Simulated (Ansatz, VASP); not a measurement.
## CdTe in two plane-wave programs

One calculation is typed for both programs; each brings its own data sets. How far apart do they land? The cell is taken from a series of VASP runs on this material, whose earlier steps may have relaxed, scaled or displaced it; both programs get it as it stands. Other levels of theory on this material are compared in a session of their own. Valence electrons are named where the data sets of a main pair hold unlike numbers.

Main program and level: Ansatz 0.2.0; plane waves, with VASP 6.6.1 beside it; single point at LDA.

## Step 1: Set-up

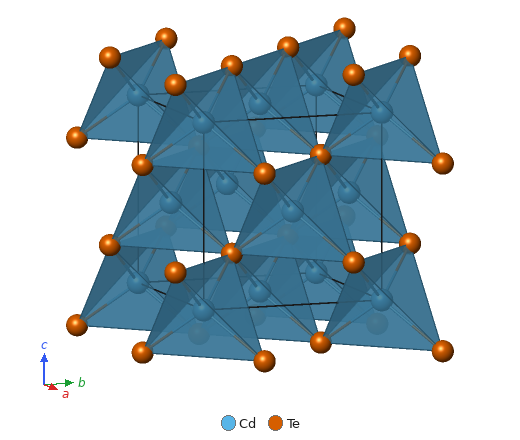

Start, viewed slightly off an axis; cadmium blue, tellurium orange. This picture shows the conventional cell, with its axes. Some periodic images of atoms are drawn too.

## Step 2: VASP: single point, LDA

A single point gives forces, pressure and levels at one fixed geometry, so differences don't come from the geometry; what else differs is listed under the comparison.

Lines of VASP's logs that name or quote its potential files are left out, and so is its time.

Contents of INCAR:

```
SYSTEM = CdTe
PREC = Accurate
ENCUT = 400
EDIFF = 1E-08
NELM = 100
ISMEAR = 0
SIGMA = 0.02
LREAL = .FALSE.
ALGO = Normal
GGA = CA
NBANDS = 15
LORBIT = 11
LWAVE = .FALSE.
LCHARG = .FALSE.
KPAR = 4
```

Contents of POSCAR:

```
CdTe
1.0
    0.0000000000      3.2050000000      3.2050000000
    3.2050000000      0.0000000000      3.2050000000
    3.2050000000      3.2050000000      0.0000000000
Cd Te
1 1
Direct
    0.0000000000      0.0000000000      0.0000000000
    0.2500000000      0.2500000000      0.2500000000
```

Contents of KPOINTS:

```
Automatic mesh
0
Gamma
8 8 8
0 0 0
```

Contents of KPOINTS_OPT:

```
points round the band edges
26
Reciprocal
  0.0000000000   0.0000000000   0.0000000000 1
  0.0000000000   0.0000000000   0.0000000000 1
  0.0000000000  -0.0040807327  -0.0040807327 1
 -0.0000000000   0.0040807327   0.0040807327 1
 -0.0040807327   0.0000000000  -0.0040807327 1
  0.0040807327   0.0000000000   0.0040807327 1
 -0.0040807327  -0.0040807327   0.0000000000 1
  0.0040807327   0.0040807327   0.0000000000 1
  0.0000000000  -0.0153027478  -0.0153027478 1
 -0.0000000000   0.0153027478   0.0153027478 1
 -0.0153027478   0.0000000000  -0.0153027478 1
  0.0153027478   0.0000000000   0.0153027478 1
 -0.0153027478  -0.0153027478   0.0000000000 1
  0.0153027478   0.0153027478   0.0000000000 1
  0.0000000000  -0.0040807327  -0.0040807327 1
 -0.0000000000   0.0040807327   0.0040807327 1
 -0.0040807327   0.0000000000  -0.0040807327 1
  0.0040807327   0.0000000000   0.0040807327 1
 -0.0040807327  -0.0040807327   0.0000000000 1
  0.0040807327   0.0040807327   0.0000000000 1
  0.0000000000  -0.0153027478  -0.0153027478 1
 -0.0000000000   0.0153027478   0.0153027478 1
 -0.0153027478   0.0000000000  -0.0153027478 1
  0.0153027478   0.0000000000   0.0153027478 1
 -0.0153027478  -0.0153027478   0.0000000000 1
  0.0153027478   0.0153027478   0.0000000000 1
```

Potentials, in the order of the species: Cd and Te (LDA family, release 64).

Launch:

```bash
> mpirun -np 4 vasp_std
```

Numbers of over 12 decimals in the logs are rounded to 6 here.

The program printed:

```text
[banner, memory and clock lines left out]
running    4 mpi-ranks, on    1 nodes
 distrk:  each k-point on    1 cores,    4 groups
 distr:  one band on    1 cores,    1 groups

 POSCAR found type information on POSCAR CdTe
 POSCAR found :  2 types and       2 ions
 LDA part: xc-table for (Slater(with rela. corr.)+CA(PZ))
 , standard interpolation
 POSCAR, INCAR and KPOINTS ok, starting setup
 FFT: planning ... GRIDC
 FFT: planning ... GRID_SOFT
 FFT: planning ... GRID
 WAVECAR not read
 entering main loop
       N       E                     dE             d eps       ncg     rms          rms(c)
DAV:   1     0.867421362653E+02    0.86742E+02   -0.72292E+03   886   0.840E+02
DAV:   2    -0.321266609387E+01   -0.89955E+02   -0.86325E+02  1045   0.231E+02
DAV:   3    -0.626185940231E+01   -0.30492E+01   -0.30445E+01  1080   0.441E+01
DAV:   4    -0.629191267493E+01   -0.30053E-01   -0.30052E-01  1291   0.385E+00
DAV:   5    -0.629197212861E+01   -0.59454E-04   -0.59454E-04  1157   0.160E-01    0.608E+00
DAV:   6    -0.607346197626E+01    0.21851E+00   -0.38664E-01   996   0.827E+00    0.491E+00
DAV:   7    -0.605126711457E+01    0.22195E-01   -0.97306E-02  1031   0.219E+00    0.177E+00
DAV:   8    -0.604931816472E+01    0.19489E-02   -0.10263E-02   961   0.127E+00    0.468E-01
DAV:   9    -0.604903574835E+01    0.28242E-03   -0.75772E-04  1143   0.309E-01    0.126E-01
DAV:  10    -0.604902547195E+01    0.10276E-04   -0.88829E-05   971   0.852E-02    0.567E-02
DAV:  11    -0.604902923682E+01   -0.37649E-05   -0.20912E-05  1089   0.420E-02    0.317E-02
DAV:  12    -0.604902831242E+01    0.92440E-06   -0.20340E-06   991   0.124E-02    0.158E-02
DAV:  13    -0.604902824371E+01    0.68714E-07   -0.58663E-07  1031   0.366E-03    0.284E-03
DAV:  14    -0.604902823756E+01    0.61502E-08   -0.49090E-08  1143   0.248E-03
   1 F= -.60490282E+01 E0= -.60490282E+01  d E =-.132422E-17
 Start KPOINTS_OPT (optional k-point list driver)
k-point batch [1-26\26]
       N       E                     dE             ncg
DAV:   1     0.108958611043E+04    0.20575E+03      780
DAV:   2    -0.143778153356E+04   -0.25274E+04      871
DAV:   3    -0.153680149179E+04   -0.99020E+02      857
DAV:   4    -0.153761574537E+04   -0.81425E+00     1275
DAV:   5    -0.153761789552E+04   -0.21501E-02      983
DAV:   6    -0.153761795279E+04   -0.57271E-04     1331
DAV:   7    -0.153761795303E+04   -0.23849E-06      962
DAV:   8    -0.153761795303E+04   -0.52100E-08      908
```

OUTCAR, selected parts (step 2):

```text
ion  position               nearest neighbor table
   1  0.000  0.000  0.000-   2 2.78   2 2.78   2 2.78   2 2.78
   2  0.250  0.250  0.250-   1 2.78   1 2.78   1 2.78   1 2.78

  LATTYP: Found a face centered cubic cell.
 ALAT       =     6.4100000000

 Subroutine GETGRP returns: Found 24 space group operations
 (whereof 24 operations were pure point group operations)

The static configuration has the point symmetry T_d .

 Found     29 irreducible k-points:

   k-points           NKPTS =     29   k-points in BZ     NKDIM =     29   number of bands    NBANDS=     15

   dimension x,y,z NGX =    30 NGY =   30 NGZ =   30
   dimension x,y,z NGXF=    60 NGYF=   60 NGZF=   60

   ENCUT  =  400.0 eV  29.40 Ry    5.42 a.u.   7.39  7.39  7.39*2*pi/ulx,y,z

   NELECT =      18.0000    total number of electrons

 k-points in reciprocal lattice and weights: Automatic mesh
   0.00000000  0.00000000  0.00000000       0.002
   0.12500000  0.00000000  0.00000000       0.016
   0.25000000  0.00000000  0.00000000       0.016
   0.37500000  0.00000000  0.00000000       0.016
   0.50000000  0.00000000  0.00000000       0.008
   0.12500000  0.12500000  0.00000000       0.012
   0.25000000  0.12500000  0.00000000       0.047
   0.37500000  0.12500000  0.00000000       0.047
   0.50000000  0.12500000  0.00000000       0.047
[...]
-0.37500000  0.50000000  0.12500000       0.023
  -0.25000000  0.50000000  0.25000000       0.012

 average (electrostatic) potential at core
       1 -39.6363       2 -92.0691

 E-fermi :   2.5790

 k-point     1 :       0.0000    0.0000    0.0000
  band No.  band energies     occupation
    ...
      5      -5.6540      2.00000
      6      -5.6540      2.00000
      7       2.4667      2.00000
      8       2.4667      2.00000
      9       2.4667      2.00000
     10       3.1186      0.00000
     11       6.9437      0.00000
     12       6.9437      0.00000
     13       6.9437      0.00000
     14       9.7289      0.00000
    ...

 k-point     2 :       0.1250    0.0000    0.0000
  band No.  band energies     occupation
    ...
      5      -5.6547      2.00000
      6      -5.6547      2.00000
      7       1.1558      2.00000
      8       2.3163      2.00000
      9       2.3163      2.00000
     10       4.0443      0.00000
     11       6.9267      0.00000
     12       7.1667      0.00000
     13       7.1667      0.00000
     14      10.5036      0.00000
    ...

 k-point     3 :       0.2500    0.0000    0.0000
  band No.  band energies     occupation
    ...
      5      -5.6543      2.00000
      6      -5.6543      2.00000
      7      -0.4166      2.00000
      8       2.0010      2.00000
      9       2.0010      2.00000
     10       4.3504      0.00000
     11       7.5171      0.00000
     12       7.5171      0.00000
     13       7.7440      0.00000
     14      10.5525      0.00000
    ...

  Total       -0.0307609     -0.0307609     -0.0307609      0.0000000      0.0000000      0.0000000
  in kB       -0.7485060     -0.7485060     -0.7485060      0.0000000      0.0000000      0.0000000
  external PRESSURE =      -0.7485060 kB  Pullay stress =       0.0000000 kB

  energy-cutoff  :      400.00
  volume of cell :       65.84
      direct lattice vectors                 reciprocal lattice vectors
     0.000000000  3.205000000  3.205000000    -0.156006240  0.156006240  0.156006240
     3.205000000  0.000000000  3.205000000     0.156006240 -0.156006240  0.156006240
     3.205000000  3.205000000  0.000000000     0.156006240  0.156006240 -0.156006240

 POSITION                                       TOTAL-FORCE (eV/Angst)
 -----------------------------------------------------------------------------------
      0.00000      0.00000      0.00000         0.000000      0.000000      0.000000
      1.60250      1.60250      1.60250        -0.000000     -0.000000     -0.000000
 -----------------------------------------------------------------------------------
    total drift:                                0.000001      0.000001      0.000000

  FREE ENERGIE OF THE ION-ELECTRON SYSTEM (eV)
  ---------------------------------------------------
  free  energy   TOTEN  =        -6.0490282376 eV

  energy  without entropy=       -6.0490282376  energy(sigma->0) =       -6.04902824

 total charge
# of ion       s       p       d       tot
------------------------------------------
    1        0.489   0.340   9.517  10.347
    2        1.357   2.064   0.025   3.446
--------------------------------------------------
tot          1.846   2.404   9.542  13.793

[... 3 further parts left out ...]
```

The gap is read on the k-mesh alone, so it is an upper bound where the band edges lie off the mesh.

## Step 3: Ansatz: single point, LDA

Ansatz runs on its default PAW (the set named soft_2) files.

The same cell, functional (in two slightly different forms), mesh and smearing now go to Ansatz, which takes its cutoff from its data sets.

Contents of input.yaml:

```yaml
crystal:
  lattice:
    - [0.0, 3.205, 3.205]
    - [3.205, 0.0, 3.205]
    - [3.205, 3.205, 0.0]
  atoms:
    - { symbol: Cd, position: [0.0, 0.0, 0.0] }
    - { symbol: Te, position: [0.25, 0.25, 0.25] }
hamiltonian:
  xc: lda
  pseudopotentials: { kind: paw }
kpoints:
  mp_grid: { grid: [8, 8, 8] }
scf:
  occupations: { method: gaussian, width: 0.02 }
  n_extra_bands: 4
output:
  forces: true
  stress: true
  eigenvalues: true
```

Launch:

```bash
> ansatz run input.yaml --threads 2 --pin off --max-ram 4608MiB --backend cpu --events-out ev --progress --plain --runs-dir out
```

The program printed:

```text
scf.n_extra_bands = 4 over 18 filled bands (N_el = 36.0): the run solves 22 bands
Engine: ansatz 0.2.0, x86_64-unknown-linux-gnu
Pseudopotentials: kind: paw
Pseudopotential: Cd, paw, valence charge 20, recommended cutoff 420 eV (normal), Cd.paw.azcp
Pseudopotential: Te, paw, valence charge 16, recommended cutoff 420 eV (normal), Te.paw.azcp
Functional definition: SPW92
  exchange = slater_x
  correlation = pw_c
Crystal: 2 atoms, lattice volume = 65.844 Å³
Basis set: ecut = 420 eV, 1243 PW (Γ)
Bands: 22, of which v1, the nominal top of the filled ones, is band 18 counted from 1 (17 counted from 0)
Symmetry: 24 space group operations
Space group: F-43m (ITA 216), of the structure as read, at distance tolerance 4.0e-5 Å
k-points: 29 of 512 (time reversal used)
Non-local potential: Cd, projectors of the file, l = 0: 3, l = 1: 2, l = 2: 2, l = 3: 1
Non-local potential: Te, projectors of the file, l = 0: 2, l = 1: 2, l = 2: 2, l = 3: 2
PAW form: soft (Blöchl's): semilocal exchange-correlation on the pseudo side does not see the compensation charge
PAW frozen core: Cd, regenerated for the run's functional, and the local potential with it (the file was generated under x = pbe(κ = 0.804, μ = 0.219515), c = pbe(β = 0.066725))
PAW frozen core: Te, regenerated for the run's functional, and the local potential with it (the file was generated under x = pbe(κ = 0.804, μ = 0.219515), c = pbe(β = 0.066725))
PAW one-centre angular grid: Cd, 590 points (default); XC on 64 Gauss nodes
PAW one-centre angular grid: Te, 590 points (default); XC on 64 Gauss nodes
Initial density: superposition of atomic densities (neutral atoms: chi_scale 0, normalization atom), corrected by the library's trained network
Initial wavefunctions: pseudopotential atomic-orbital guess
Functional: x = slater, c = lda
SCF iter   1: F=—  HF=-14945.818269 eV  |F-HF|=—  |Δ(HF+E_count)|=         —  Δρ=6.59e-3  dr2=2.14e-2  ethr=1.77e-3  ⟨swp⟩=6.3  Hψ=3053  notcnv=0
preconditioner: auto → none  [insulator: Δε(μ)=0.571 eV  Ē_g=11.383 eV  σ=0.020 eV  W_gap=1.00  n_scr=14 (ndim 8)  ℏωp=19.4 eV  f_vac=0.179  D(μ)=0.00/eV (n_scr^D=0)  ε∞_Penn≈3.9]
SCF iter   2: F=—  HF=-14945.810997 eV  |F-HF|=—  |Δ(HF+E_count)|=   7.27e-3  Δρ=2.13e-3  dr2=1.30e-3  ethr=5.94e-5  ⟨swp⟩=3.8  Hψ=1565  notcnv=0
SCF iter   3: F=—  HF=-14945.810903 eV  |F-HF|=—  |Δ(HF+E_count)|=   9.38e-5  Δρ=1.03e-3  dr2=3.08e-4  ethr=3.60e-6  ⟨swp⟩=2.0  Hψ=810  notcnv=0
SCF iter   4: F=—  HF=-14945.810909 eV  |F-HF|=—  |Δ(HF+E_count)|=   5.89e-6  Δρ=3.08e-4  dr2=6.12e-5  ethr=8.55e-7  ⟨swp⟩=2.0  Hψ=869  notcnv=0
SCF iter   5: F=—  HF=-14945.810887 eV  |F-HF|=—  |Δ(HF+E_count)|=   2.18e-5  Δρ=2.23e-5  dr2=2.98e-7  ethr=1.70e-7  ⟨swp⟩=2.0  Hψ=882  notcnv=0
SCF iter   6: F=-14945.810887 eV  HF=-14945.810887 eV  |F-HF|=3.03e-8  |Δ(HF+E_count)|=   8.98e-8  Δρ=9.29e-6  dr2=3.58e-8  ethr=2.78e-10  ⟨swp⟩=6.7  Hψ=2896  notcnv=0
SCF 1 converged in 6 iterations: F = -14945.810887 eV  dr2 = 3.58e-8
  greatest PAW one-centre occupation: 1.000 electrons in one spin orbital (limit 2), on the Cd atom at site 0 (counted from 0), in its partial waves of l = 0
SCF converged after 6 iterations
Free energy (F): -14945.810887 eV
Harris-Foulkes:  -14945.810887 eV  (|F-HF|=3.03e-8)
Internal energy: -14945.810887 eV  (E = F + TS)
E sigma→0 (E₀):  -14945.810887 eV
Fermi energy:    7.923193 eV
--- Per-component energies (eV) ---
  E_band       = -786.150646
  E_kinetic    = 687.568267
  E_local      = -5358.960690  (includes V_loc(G=0)·N_el)
  E_nonlocal   = -263.920583
  E_hartree    = 2700.017621
  E_xc         = -299.547237
  E_vxc        = -326.525311  (∫ρ·V_xc dr)
  E_paw        = -8457.667969  (= ΣΔE_a)
  E_vpaw       = -924.353261  (= ΣTr[D̂ρ^β])
  E_aug_tail   = -0.000224  (compensation charges beyond the density's cutoff)
  E_ewald      = -3954.745301
  E_core_change = 1.445230  (= ΣΔE_core)
  E_smearing   = -0.000000  (= −TS)
  E_closure    = -0.000000  (closes the sum)
  Σ components = -14945.810887   (vs F -14945.810887, Δ=0.00e0)
--- Forces (eV/Å), atoms counted from 1 ---
  atom   1  Cd     0.00000000    -0.00000000    -0.00000000
  atom   2  Te    -0.00000000     0.00000000     0.00000000
  max |Σ_I F_I| component: 1.32e-16 eV/Å
--- Stress (GPa, compression-positive) ---
       -0.028604      -0.000000       0.000000
        0.000000      -0.028604       0.000000
       -0.000000       0.000000      -0.028604
  P = ⅓ Tr σ = -0.0286 GPa (-0.286 kbar)
--- Band table (eV; the first three rows and the last of 29) ---
  k-point 0: bands = [... 14 lower, -0.4784, 7.6172, 7.6172, 7.6172, 8.2284, 12.1318, 12.1318, 12.1318]
  k-point 1: bands = [... 14 lower, -0.4796, 6.2999, 7.4679, 7.4679, 9.1662, 12.0974, 12.3545, 12.3545]
  k-point 2: bands = [... 14 lower, -0.4793, 4.7339, 7.1543, 7.1543, 9.4829, 12.7061, 12.7061, 12.8883]
  k-point 28: bands = [... 14 lower, 0.1230, 3.1990, 5.1350, 5.2441, 11.8848, 12.1763, 13.0839, 13.7997]
```

Wall time 1.1 s (2 threads of Intel Xeon 6975P-C (Granite Rapids), shared host); peak memory 0.4 GiB; 2 s of CPU time.

Reading the cycles: dr2 is the Hartree energy of the density residual (eV), the measure of convergence; HF is the Harris–Foulkes estimate of the energy, which meets the free energy F at convergence.

The run ends at a pressure of -0.03 GPa.

## Step 4: Comparison

Known differences besides the potentials themselves: the two LDA forms differ slightly; the data sets hold 36 valence electrons in Ansatz (on its default PAW (the set named soft_2) files) and 18 in VASP; the cutoff is 420 eV in Ansatz and 400 eV in VASP; VASP's log shows a relativistic correction to its local exchange, Ansatz's none. Total energies have different zeros and are not compared.

Both answers:

```tsv
quantity	Ansatz	VASP	difference
pressure (GPa)	-0.03	-0.07	+0.05
gap as sampled (VASP's with further points off the mesh) (eV)	0.611	0.652	-0.041
```

Ansatz's pressure holds a Pulay correction of 0.03 GPa; VASP's holds none.

## Step 5: What came out

- difference in gap as sampled (VASP's with further points off the mesh) (single point, LDA): -0.041 eV

What this shows: The difference in gap as sampled (VASP's with further points off the mesh) is -0.041 eV (single point, LDA), within the 0.08 eV picked in this series as the mark of a large difference. The data sets hold unlike numbers of valence electrons (36 in Ansatz and 18 in VASP), so part of the differences comes from the potentials. 4 further runs of this series are not shown here. How closely two codes agree says nothing of how well the functional describes the real material.

[Lines on the potential files, build, host, timing and source positions are cut from VASP's logs without a mark.]

[Logs are printed without paths, hosts, clocks, repeated set-up lines and the standing remarks that a program may print on its own settings, such as how far it seeks lower states.]

[Hosts, paths, dates, database ids (printed as entryN), source tags and the programs' standing remarks are cut or masked in the printed files.]
